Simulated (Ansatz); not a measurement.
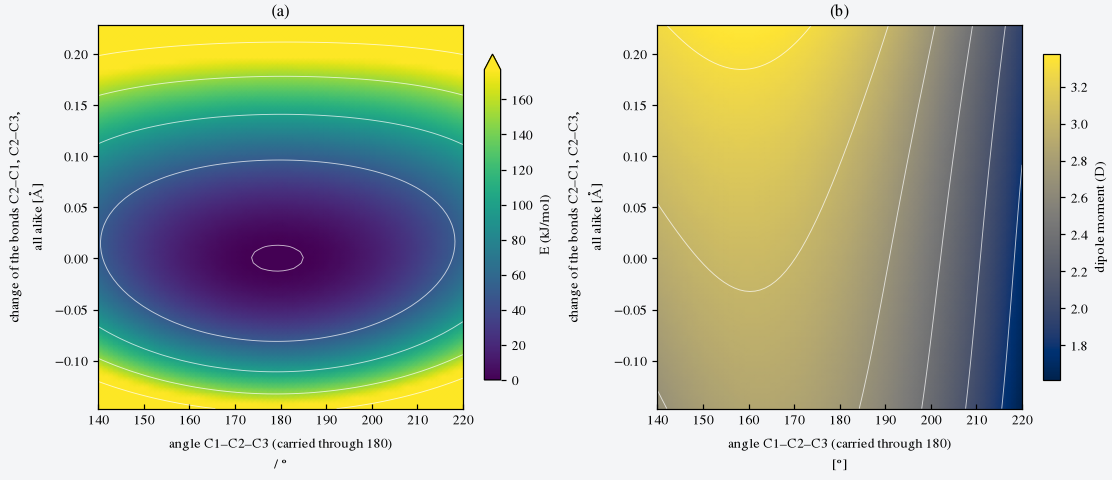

C₄H₄F₂, SMILES CC#CC(F)F. 
- Coordinates scanned: (1) angle C1–C2–C3 (carried through 180); (2) change of the bonds C2–C1, C2–C3, all alike.
- Nothing is relaxed (all other coordinates rigid).
- Grid: 15 × 15 points.
- Points are written as (first, second).
- All energies are given in kJ/mol relative to the lowest grid point.
- These are results of Ansatz 0.2.0, RKS PBE-D4/def2-SVP, not measurements.

Panel (a) is the energy and panel (b) the computed dipole moment on the same grid.

In the figure: a smooth colour map with a few white contour lines, one colour for all values above the top of the scale. Between grid points the surface is interpolated.

**How does the dipole moment vary over the map, and what is it at the lowest grid point?**

Leaving out the highest fifth of the energies, it runs from 1.66 D at (220.0°, −0.094 Å) to 3.28 D at (157.1°, 0.174 Å). At the lowest grid point, (180.0°, 0.013 Å), it is 2.91 D.
